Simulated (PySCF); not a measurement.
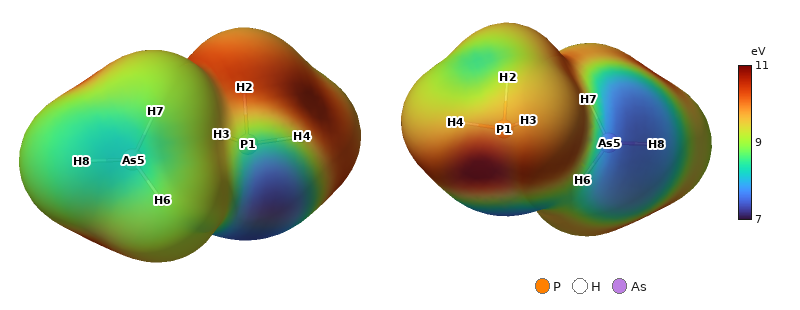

*AsH$_{6}$P, SMILES `P.[AsH3]`. Average local ionisation energy on the surface of electron density 0.001 a.u. (back view left, front view right).*

Method: r2SCAN/def2-SVPD; geometry: an unrelaxed start of a pair search; program: PySCF.

The calculation's input:

```python
import numpy as np
from pyscf import gto, scf, dft
from pyscf.scf import atom_ks, atom_hf
from scipy.linalg import block_diag

def solve(mol, dm0=None, hcore=None):
    mf = (dft.UKS if mol.spin else dft.RKS)(mol, xc='r2scan')
    mf.grids.level = 3
    mf = mf.density_fit(auxbasis='def2-universal-jkfit')
    mf.conv_tol, mf.max_cycle = 1e-8, 80
    if hcore is not None:
        mf.get_hcore = lambda *args: hcore
    mf.kernel(dm0)
    if not mf.converged:
        mf = mf.newton().run(mf.mo_coeff, mf.mo_occ, max_cycle=30)
    assert mf.converged, 'SCF not converged'
    return mf

mol = gto.M(atom='''
P      2.06372     0.01450    -0.09615
H      1.98769    -1.05304     0.79040
H      2.16845     0.93518     0.93724
H      3.44296    -0.10230    -0.19995
As    -1.03515     0.05427     0.03041
H     -1.04278    -0.21300    -1.43310
H     -0.82917    -1.40170     0.27983
H     -2.52311    -0.17358     0.06434
''', basis='def2-svpd', charge=0, spin=0, verbose=4)
mf = solve(mol)
mf.analyze()
# spherically averaged free atoms, for the promolecule
atm = atom_ks.get_atm_nrks(mol, xc='r2scan')
pro = block_diag(*[(atm[a[0]][2] * atm[a[0]][3]) @ atm[a[0]][2].T for a in mol._atom])
np.savez('result.npz', e=mf.e_tot, c=mf.mo_coeff, occ=mf.mo_occ, eps=mf.mo_energy, pro=pro, dip=mf.dip_moment(verbose=0), s2=mf.spin_square()[0])
```

Command:

```sh
OMP_NUM_THREADS=1 python input.py
```

The run took 22 s on 1 thread of Arm Neoverse V1, with other jobs on the host, peak memory 0.49 GiB.

Partitions, critical points and surface values were worked out afterwards from this run's density.

### Where are the most loosely bound electrons on this surface?

The lowest value is 7.3 eV, 2.4 Å from As5. Further minima include 7.3 eV, 2.3 Å from P1; 8.3 eV, 1.8 Å from H8. For comparison, the highest occupied orbital lies at −6.5 eV.
